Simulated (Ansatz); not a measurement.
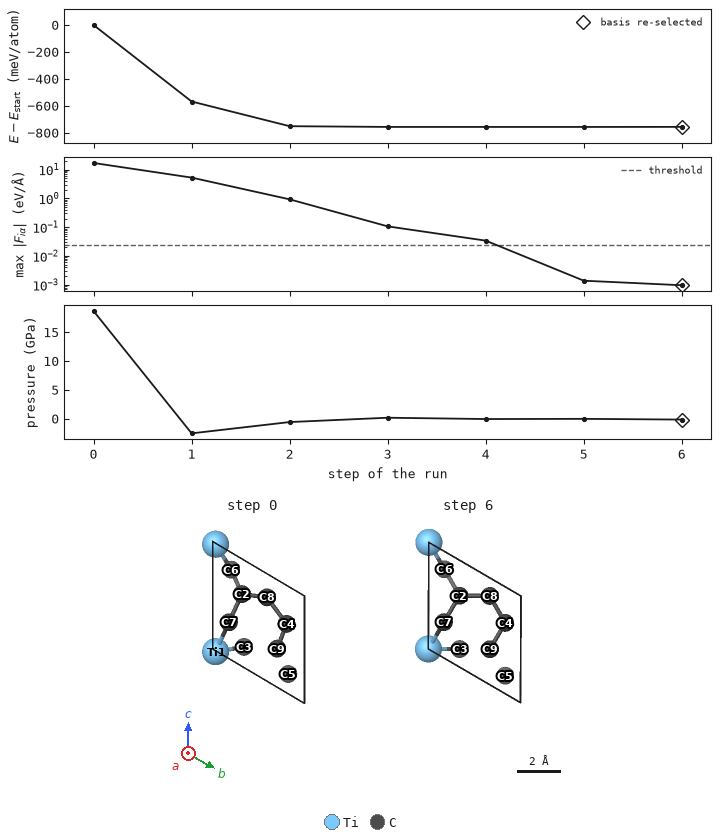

First and last geometry of a relaxation of solid TiC8 (a generated structure, set up in P1) (coarse preliminary run), with the history of the run. A ball-and-stick model of the cell of the calculation, seen along the a axis.

Theory: Ansatz 0.2.0, DFT PBE+D3(BJ), scalar-relativistic, plane waves, PAW. (plane-wave cutoff 420 eV; k-point mesh 6 × 6 × 6; occupations gaussian; smearing width 0.2 eV; no spin polarisation; cell and atoms relaxed; force threshold 0.025 eV/Å; at most 60 steps)

### What do the curves and the structures tell?

It converged. After 5 accepted moves (6 points after the start) the energy has fallen by 756 meV per atom. Largest force component: 17 eV/Å at the start, 0.00097 eV/Å at the end. The pressure goes from 18.69 to −0.14 GPa. At 1 point the geometry stayed and the basis and grid were re-selected for the new cell (energy shift of 0.4 meV per atom at most each time). C8 moves most relative to the cell: 0.36 Å along [2 3 2]. Largest moves by element: C 0.36 Å, Ti 0.23 Å. The volume changes by −1.6 %, with a 3.688 → 3.639 Å (−1.3 %), b 5.013 → 5.002 Å (−0.2 %), c 5.041 → 5.002 Å (−0.8 %), α 120.7° → 120.0°, γ 89.7° → 90.0°. Some distances before and after: Ti1–C8 2.882 → 2.332 Å, C5–C8 1.779 → 1.458 Å, C4–C6 1.732 → 1.458 Å, Ti1–C5 2.589 → 2.332 Å. Among the angles between lasting bonds that change: Ti1–C3–C9 108.9° → 128.7°, Ti1–C8–C2 147.3° → 128.7°, Ti1–C5–C9 145.7° → 128.7°. The space group (tolerance 0.01 Å) goes from P1 (No. 1) to P6/mmm (No. 191). The run took 2.4 min on 1 thread of Intel(R) Xeon(R) Platinum 8375C CPU @ 2.90GHz (Ice Lake) (shared host), peak memory 0.53 GiB.

```tsv
step	E − E(0), meV/atom	largest force component, eV/Å	pressure, GPa	volume, Å³/atom	note
0	0.00	16.9644	18.69	8.908	
1	-567.37	5.2720	-2.54	8.795	
2	-750.53	0.9271	-0.57	8.722	
3	-755.97	0.1069	0.18	8.758	
4	-756.05	0.0342	-0.05	8.767	
5	-756.09	0.0014	-0.02	8.761	
6	-755.66	0.0010	-0.14	8.761	same geometry, new basis
```
